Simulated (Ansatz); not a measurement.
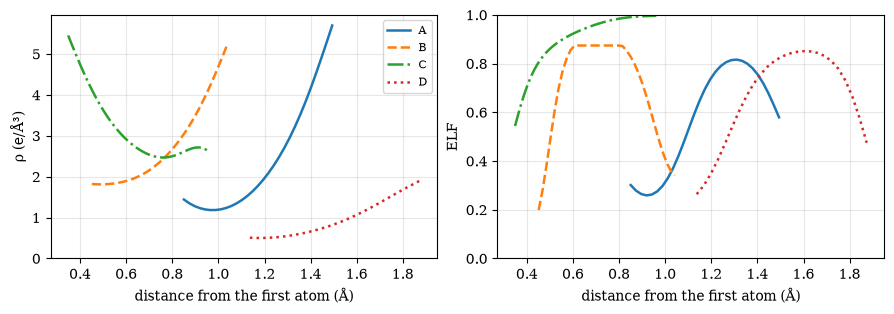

The picture shows: C₄H₁₃ClMoO₅. Electron density and electron localisation function along straight lines between neighbouring atoms. The curves leave out the atomic cores.

Geometry: PBE0-D4/def2-TZVP; core potentials replace the inner electrons of Mo.

Computed with Ansatz, RKS PBE0-D4/def2-TZVPP.

```xyz
24

C     0.4728   -2.8684    0.8080
O     0.9537   -1.5598    0.7021
Mo    0.1203   -0.0013    0.1732
O    -0.4641   -0.8541   -1.4425
Cl   -1.2117    1.8566   -0.7288
O    -1.4762   -0.5502    0.9572
C    -2.7827   -0.7373    0.5269
O     0.6004    1.1732    1.5035
C     1.0229    2.4954    1.6034
O     1.5208    0.7070   -0.8417
C     1.7161    0.9750   -2.1891
H     1.2376   -3.4903    1.2776
H     0.2445   -3.2551   -0.1907
H    -0.4406   -2.8801    1.4130
H    -0.9455   -0.3153   -2.0761
H    -3.2444    0.2340    0.3205
H    -2.7860   -1.3356   -0.3929
H    -3.3492   -1.2569    1.3041
H     1.8211    2.6782    0.8755
H     1.3917    2.6716    2.6167
H     0.1838    3.1639    1.3902
H     1.4055    0.1166   -2.7959
H     2.7763    1.1786   -2.3625
H     1.1276    1.8537   -2.4781
```

Q: Which curve belongs to which contact (C–O, Mo–Cl, Mo–O and O–H)? The first atom named is at distance zero.

A: Curve A: Mo–O (1.84 Å): ρ is about 1.2 e/Å³ halfway; the ELF peaks at about 0.80 in the valence shell of O, 0.5 Å from its nucleus, and drops to about 0.25 between the two atoms. Curve B: C–O (1.39 Å): the density is about 2.1 e/Å³ at the midpoint, with its minimum of 1.8 e/Å³ about 0.5 Å from C; the ELF peaks at about 0.85 between the atoms, as expected for a shared but strongly polarised pair. Curve C: O–H (0.96 Å): the density is about 3.8 e/Å³ at the midpoint; the ELF climbs to about 1 towards the hydrogen, as it does in any bond to H; a covalent bond by its length. Curve D: Mo–Cl (2.46 Å): ρ is about 0.51 e/Å³ halfway; the ELF peaks at about 0.85 in the valence shell of Cl, 0.9 Å from its nucleus, and is about 0.40 at the midpoint.
